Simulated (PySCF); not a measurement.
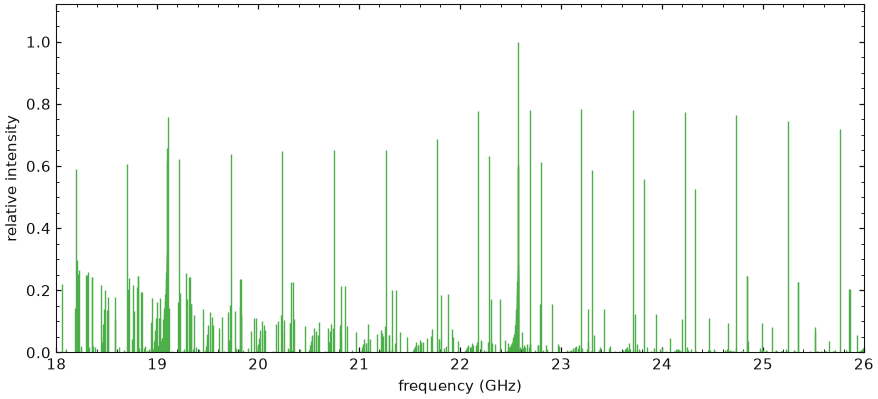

Simulated rotational absorption lines between 18 and 26 GHz at 3 K: rigid rotor with the equilibrium constants and dipole of one optimised conformer (PBE0-D3(BJ)/def2-SVP, PySCF 2.14.0), commonest isotopes; no centrifugal distortion, hyperfine structure, internal rotation or nuclear-spin weights; lines within 1 MHz of each other are summed.

Which molecule gives this spectrum?
A. C₁₀H₁₁N, SMILES C=C(C)/C=C\c1ccccn1
B. C₁₁H₁₂Se, SMILES CCc1cccc2[se]c(C)cc12
C. C₁₀H₇F₃O, SMILES O=C(/C=C/c1ccccc1)C(F)(F)F

Answer. Option C. Rotational constants A, B, C = 1.993, 0.2668, 0.2454 GHz, |μa|, |μb|, |μc| = 4.57, 1.32, 0.00 D.

Caveats: coarse grid, loose stop and no frequency check, small forces are noise and the end may be a saddle.
